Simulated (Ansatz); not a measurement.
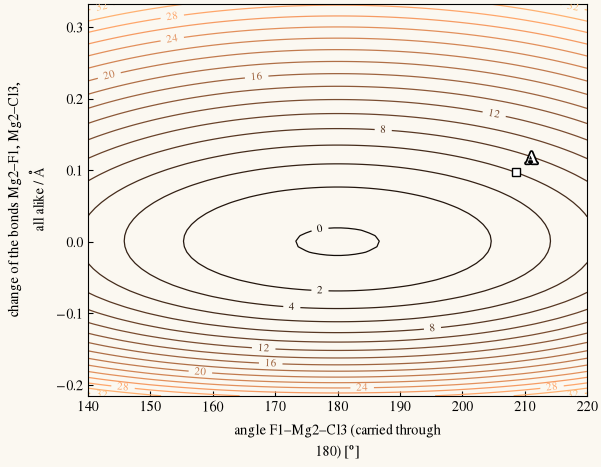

ClFMg, SMILES [F][Mg][Cl]. Coordinates scanned: (1) angle F1–Mg2–Cl3 (carried through 180); (2) change of the bonds Mg2–F1, Mg2–Cl3, all alike. Nothing is relaxed (all other coordinates rigid). Grid: 15 × 15 points; 198 points were computed and 27 follow by symmetry. Points are written as (first, second). Energies are in kcal/mol, from the lowest grid point. Level of theory: Ansatz 0.2.0, RKS PBE0-D4/def2-TZVP.

The picture shows contour lines labelled in kcal/mol, the point A. Between grid points the surface is interpolated.

Which way does the force act at A, and how strong is it?

Answer. A, at (208.6°, 0.098 Å), is not a stationary point. The computed force is 0.2 kcal/mol for each degree towards smaller values of the first coordinate and 63 kcal/mol for each Å towards smaller values of the second coordinate.
